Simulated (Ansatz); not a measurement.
**BO radical: geometry at several levels**

Wanted for BO radical: geometry at several levels. Spin multiplicity 2.

Program: Ansatz 0.2.0. Level of theory: the levels named in each step. These are calculated values, not measurements.

## 1. The structure to begin with

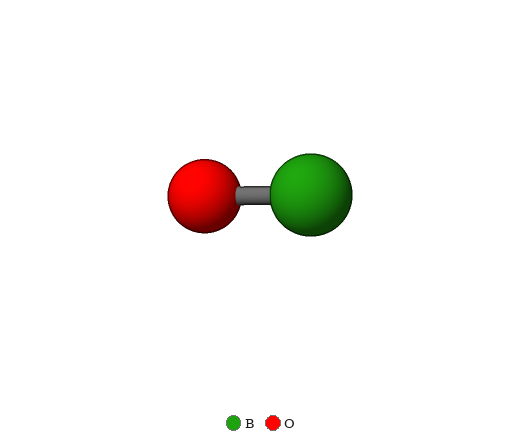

The starting structure, seen from a chosen angle (boron green, oxygen red).

Coordinates:

```xyz
2

B     0.0000    0.0000    0.0000
O     0.0000    0.0000    1.1849
```

## 2. A rough first relaxation, PBE-D4/def2-SVP

This run stands in another session on the same molecule. It ended at:

```xyz
2

B     0.0000    0.0000   -0.0155
O     0.0000    0.0000    1.2004
```

## 3. Relaxation, PBE0-D4/def2-TZVPP

This run stands in another session on the same molecule. It ended at:

```xyz
2

B     0.0000    0.0000   -0.0078
O     0.0000    0.0000    1.1927
```

## 4. Relaxation, CCSD(T)/cc-pV(T+d)Z

Input file input.yaml:

```yaml
crystal:
  periodic: [false, false, false]
  atoms:
    - { symbol: B, position_ang: [0.0, 0.0, -0.00784527] }
    - { symbol: O, position_ang: [0.0, 0.0, 1.19273527] }
magnetization:
  spin_polarized: true
  initial_magnetization: 1
basis:
  gaussian: { orbitals: "cc-pV(T+d)Z.json" }
correlation:
  method: ccsd_t
scf:
  omitted_lower_state_checks: [cluster_reference]
relax:
  f_tol: 0.002
  max_steps: 40
```

On the command line:

```console
ansatz run input.yaml --threads 2 --pin off --max-ram 5120MiB --backend cpu --events-out ev --progress --plain --runs-dir out
```

Output, cut to the lines that bear on the results:

```text
Warning: RAYON_NUM_THREADS=2 ignored (pool sized by the plan → 2); use --threads N
[...]
Functional definition: HF
[...]
421 factors; integrals over basis functions are off by at most 2.4e-4 eV
[...]
mean field -2709.07400243 eV, -99.5566333131 hartree, gradient 8.0e-6 eV, S^2 0.799078; 3 other end points of the search recorded, 0 dependent functions left out
2 core orbitals not correlated: weight in the atoms' cores, before any rotation towards them, 1.000 or more for the frozen orbitals, at most 0.000 for the correlated occupied ones
reference -2709.07400243 eV, -99.5566333131 hartree; 5, 4 occupied and 53, 54 virtual orbitals, 421 factors
second order -8.10370502 eV of doubles, -0.00000000 eV of singles
cycle   1  -7.75737047 eV  change    3.5e-1 eV  update   9.1e-2
[...]
perturbative correction -0.39037054 eV, -0.0143458527 hartree
[...]
relax step   1: F+E_penalty+E_count = -2717.59827399 eV  Δ(F+E_penalty+E_count) = +0.000e0 eV  max|allowed force component| = 1.126e0 eV/Å  Δτ_max = 0.0000 Å  (119 SCF iters, accepted)
[...]
relax step   3: F+E_penalty+E_count = -2717.60538263 eV  Δ(F+E_penalty+E_count) = -1.621e-4 eV  max|allowed force component| = 4.488e-3 eV/Å  Δτ_max = 0.0010 Å  (40 SCF iters, accepted)
[...]
relax step   4: F+E_penalty+E_count = -2717.60538257 eV  Δ(F+E_penalty+E_count) = +6.685e-8 eV  max|allowed force component| = 1.791e-3 eV/Å  Δτ_max = 0.0000 Å  (24 SCF iters, accepted)
[...]
421 factors; integrals over basis functions are off by at most 2.3e-4 eV
[...]
mean field -2709.04372069 eV, -99.5555204796 hartree, gradient 2.5e-6 eV, S^2 0.802947; 4 other end points of the search recorded, 0 dependent functions left out
2 core orbitals not correlated: weight in the atoms' cores, before any rotation towards them, 1.000 or more for the frozen orbitals, at most 0.000 for the correlated occupied ones
reference -2709.04372069 eV, -99.5555204796 hartree; 5, 4 occupied and 53, 54 virtual orbitals, 421 factors
second order -8.14013555 eV of doubles, -0.00000000 eV of singles
[...]
cycle  15  -8.16322637 eV  change    1.1e-6 eV  update   5.9e-7
perturbative correction -0.39843553 eV, -0.0146422356 hartree
[...]
Total energy: -2717.60538259 eV, -99.8701557511 hartree
Atom 0 at    -0.000000     0.000000    -0.014254 Å, force    -0.000000     0.000000     0.001791 eV/Å
Atom 1 at     0.000000    -0.000000     1.199144 Å, force     0.000000    -0.000000    -0.001791 eV/Å
Dipole moment:     0.000000     0.000000    -0.456642 e Å
Checks for a lower state left out: cluster_reference
```

Run time: 55 s. Hardware: 2 threads of Intel Xeon at 2.50GHz (Skylake/Cascade Lake), shared host; peak memory 0.28 GiB.

The steps of the relaxation:

```
step  E - E(step 1) (eV)  largest force component (eV/Å)
   1              0.0000                          1.1264
   2             -0.0069                          0.1663
   3             -0.0071                          0.0045
   4             -0.0071                          0.0018
```

Step 1 is the start.

Before: Bond lengths: B1–O2 1.201 Å.

After: Bond lengths: B1–O2 1.213 Å.

## 5. Relaxation, CCSD(T)/cc-pwCVTZ, all electrons

Input file input.yaml:

```yaml
crystal:
  periodic: [false, false, false]
  atoms:
    - { symbol: B, position_ang: [0.0, 0.0, -0.0142542] }
    - { symbol: O, position_ang: [0.0, 0.0, 1.1991442] }
magnetization:
  spin_polarized: true
  initial_magnetization: 1
basis:
  gaussian: { orbitals: cc-pwCVTZ.json }
correlation:
  method: ccsd_t
  frozen_orbitals: { B: 0, O: 0 }
scf:
  omitted_lower_state_checks: [cluster_reference]
relax:
  f_tol: 0.002
  max_steps: 40
```

On the command line:

```console
ansatz run input.yaml --threads 2 --pin off --max-ram 5120MiB --backend cpu --events-out ev --progress --plain --runs-dir out
```

Output, cut to the lines that bear on the results:

```text
Warning: RAYON_NUM_THREADS=2 ignored (pool sized by the plan → 2); use --threads N
[...]
[... 1 set-up line as earlier in the session ...]
[...]
557 factors; integrals over basis functions are off by at most 2.9e-4 eV
[...]
mean field -2709.07846827 eV, -99.5567974297 hartree, gradient 2.1e-6 eV, S^2 0.802775; 3 other end points of the search recorded, 0 dependent functions left out
reference -2709.07846827 eV, -99.5567974297 hartree; 7, 6 occupied and 79, 80 virtual orbitals, 557 factors
second order -10.85645497 eV of doubles, -0.00000000 eV of singles
cycle   1  -10.54837601 eV  change    3.1e-1 eV  update   9.5e-2
[...]
perturbative correction -0.43508724 eV, -0.0159891613 hartree
[...]
relax step   1: F+E_penalty+E_count = -2720.47889955 eV  Δ(F+E_penalty+E_count) = +0.000e0 eV  max|allowed force component| = 4.810e-1 eV/Å  Δτ_max = 0.0000 Å  (120 SCF iters, accepted)
[...]
relax step   3: F+E_penalty+E_count = -2720.48028882 eV  Δ(F+E_penalty+E_count) = -3.989e-5 eV  max|allowed force component| = 1.027e-3 eV/Å  Δτ_max = 0.0005 Å  (31 SCF iters, accepted)
[...]
557 factors; integrals over basis functions are off by at most 2.8e-4 eV
[...]
mean field -2709.09474775 eV, -99.5573956894 hartree, gradient 2.9e-6 eV, S^2 0.800999; 4 other end points of the search recorded, 0 dependent functions left out
reference -2709.09474775 eV, -99.5573956894 hartree; 7, 6 occupied and 79, 80 virtual orbitals, 557 factors
second order -10.84213887 eV of doubles, -0.00000000 eV of singles
[...]
cycle  14  -10.95418155 eV  change    1.1e-6 eV  update   1.4e-6
perturbative correction -0.43135953 eV, -0.0158521702 hartree
[...]
Total energy: -2720.48028882 eV, -99.9758066064 hartree
Atom 0 at     0.000000    -0.000000    -0.011378 Å, force     0.000000     0.000000    -0.001027 eV/Å
Atom 1 at    -0.000000     0.000000     1.196268 Å, force    -0.000000    -0.000000     0.001027 eV/Å
Dipole moment:    -0.000000     0.000000    -0.457137 e Å
Checks for a lower state left out: cluster_reference
```

Wall time 3.3 min (2 threads of Intel Xeon at 2.50GHz (Skylake/Cascade Lake), shared host); peak memory 0.76 GiB.

Step by step:

```
step  E - E(step 1) (eV)  largest force component (eV/Å)
   1              0.0000                          0.4810
   2             -0.0013                          0.0821
   3             -0.0014                          0.0010
```

Step 1 is the start.

Before: Bond lengths: B1–O2 1.213 Å.

After: Bond lengths: B1–O2 1.208 Å.

## 6. The levels compared

```tsv
level	B1–O2 (Å)	rotational constants (MHz)	dipole (D)	CPU time
PBE0-D4/def2-TZVPP	1.2006	53768	2.36	8.6 s
CCSD(T)/cc-pV(T+d)Z	1.2134	52638	2.19	91 s
CCSD(T)/cc-pwCVTZ, all electrons	1.2076	53141	2.20	6.3 min
```

Constants are for the commonest isotopes at the equilibrium geometry; times are CPU times of the relaxations.

## 7. What came out

| quantity | value |
| --- | --- |
| B1–O2 at CCSD(T)/cc-pwCVTZ, all electrons | 1.208 Å |

What this shows: The B–O distance spreads over 0.013 Å, from PBE0-D4/def2-TZVPP (shortest) to CCSD(T)/cc-pV(T+d)Z.
